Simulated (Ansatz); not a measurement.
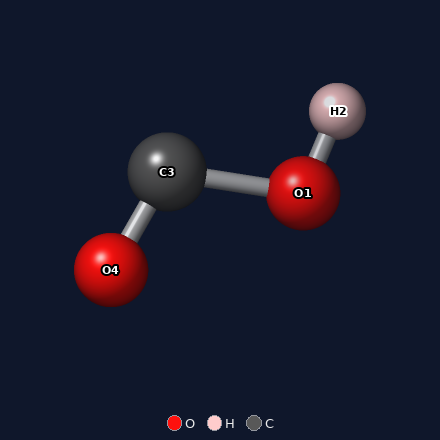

The system is CHO₂, charge −1; the picture shows the reference structure. The turn is about an axis along (−0.83, 0.55, 0.02) in the frame of the relaxed pair, normal to the line between the partners. Coordinates scanned: (1) distance C3···O1; (2) turn of O1, H2 about its own atom O1. The scan uses a 15 × 15 grid. At 17 points there is no value (left out of the scan, as a rule where atoms come close). Points are written as (first, second). Energies: eV, counted from the ion and the molecule far apart, frozen as in the relaxed pair, each in its own basis (no counterpoise correction). The calculation used Ansatz 0.2.0, RHF/def2-TZVPD.

Its coordinates:

```xyz
4

O    -0.1716   -0.2313   -0.7243
H     0.2192    0.3791   -1.3221
C     0.1962    0.2733    0.5894
O    -0.2437   -0.4211    1.4569
```

Range: distance C3···O1 from 1.222 to 2.622 Å; turn of O1, H2 about its own atom O1 from −180 to 156°.

Q: What will the energy surface look like?

A: The lowest grid point is at (1.464 Å, 156°), −1.02 eV from the ion and the molecule far apart, frozen as in the relaxed pair, each in its own basis (no counterpoise correction). There is a further well near (1.464 Å, 12°) (0.13 eV above the lowest at that grid point). The highest grid point, (1.464 Å, −132°), lies 10.26 eV above the lowest. On the interpolated surface the easiest way out of the lowest well to the well at about (1.46 Å, 0°) passes a barrier of about 0.73 eV, counted from the interpolated bottom of the well. Round the minimum the two coordinates are weakly coupled (coupling −0.05 in units of the two stiffnesses).

| second ↓, first → | 1.222 | 1.257 | 1.314 | 1.384 | 1.464 | 1.553 | 1.649 | 1.752 | 1.861 | 1.976 | 2.096 | 2.221 | 2.350 | 2.484 | 2.622 |
| --- | --- | --- | --- | --- | --- | --- | --- | --- | --- | --- | --- | --- | --- | --- | --- |
| 156 | −0.24 | −0.53 | −0.83 | −0.99 | −1.02 | −0.95 | −0.84 | −0.72 | −0.62 | −0.55 | −0.50 | −0.46 | −0.42 | −0.39 | −0.35 |
| 132 | −0.09 | −0.36 | −0.64 | −0.80 | −0.84 | −0.78 | −0.70 | −0.62 | −0.55 | −0.51 | −0.48 | −0.45 | −0.42 | −0.39 | −0.36 |
| 108 | 0.69 | 0.40 | 0.08 | −0.13 | −0.24 | −0.28 | −0.29 | −0.31 | −0.33 | −0.36 | −0.38 | −0.38 | −0.38 | −0.37 | −0.34 |
| 84 | 1.35 | 1.04 | 0.69 | 0.43 | 0.26 | 0.14 | 0.05 | −0.05 | −0.14 | −0.22 | −0.28 | −0.32 | −0.33 | −0.33 | −0.32 |
| 60 | 1.23 | 0.93 | 0.60 | 0.36 | 0.21 | 0.12 | 0.04 | −0.04 | −0.12 | −0.20 | −0.26 | −0.30 | −0.32 | −0.32 | −0.31 |
| 36 | 0.48 | 0.20 | −0.09 | −0.27 | −0.34 | −0.34 | −0.32 | −0.31 | −0.31 | −0.33 | −0.34 | −0.35 | −0.35 | −0.34 | −0.32 |
| 12 | −0.11 | −0.40 | −0.69 | −0.86 | −0.89 | −0.83 | −0.73 | −0.63 | −0.55 | −0.50 | −0.46 | −0.43 | −0.40 | −0.38 | −0.35 |
| −12 | 0.13 | −0.20 | −0.56 | −0.79 | −0.88 | −0.86 | −0.79 | −0.70 | −0.62 | −0.55 | −0.50 | −0.46 | −0.42 | −0.39 | −0.35 |
| −36 | 1.53 | 1.14 | 0.66 | 0.30 | 0.05 | −0.09 | −0.17 | −0.22 | −0.26 | −0.29 | −0.32 | −0.33 | −0.33 | −0.32 | −0.30 |
| −60 | 5.66 | 4.97 | 4.05 | 3.20 | 2.49 | 1.91 | 1.44 | 1.06 | 0.74 | 0.47 | 0.26 | 0.10 | −0.02 | −0.10 | −0.14 |
| −84 | – | – | – | – | – | – | 6.23 | 4.24 | 2.89 | 1.96 | 1.31 | 0.85 | 0.53 | 0.30 | 0.14 |
| −108 | – | – | – | – | – | – | – | 7.31 | 4.77 | 3.15 | 2.09 | 1.37 | 0.89 | 0.55 | 0.32 |
| −132 | – | – | – | – | 9.24 | 6.84 | 5.01 | 3.63 | 2.61 | 1.84 | 1.26 | 0.83 | 0.52 | 0.30 | 0.15 |
| −156 | 4.68 | 4.07 | 3.29 | 2.58 | 2.01 | 1.56 | 1.19 | 0.89 | 0.63 | 0.40 | 0.22 | 0.08 | −0.02 | −0.09 | −0.13 |
| −180 | 0.92 | 0.56 | 0.15 | −0.15 | −0.30 | −0.36 | −0.36 | −0.34 | −0.33 | −0.32 | −0.32 | −0.32 | −0.32 | −0.31 | −0.29 |

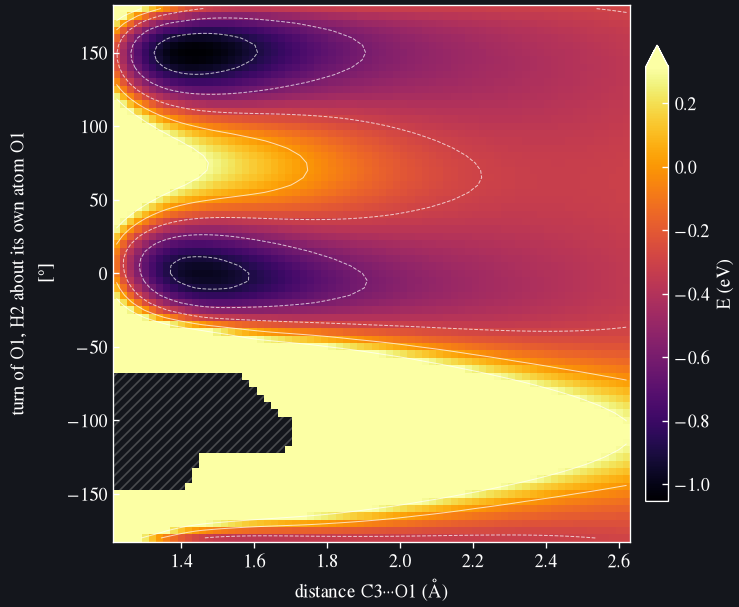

In the figure: a smooth colour map with a few white contour lines, one colour for all values above the top of the scale, hatched blanks where no value was computed. Between grid points the surface is interpolated.

Time for the 208 points that were run: 3.6 min on 1 thread of Arm Neoverse V2, on a shared host.
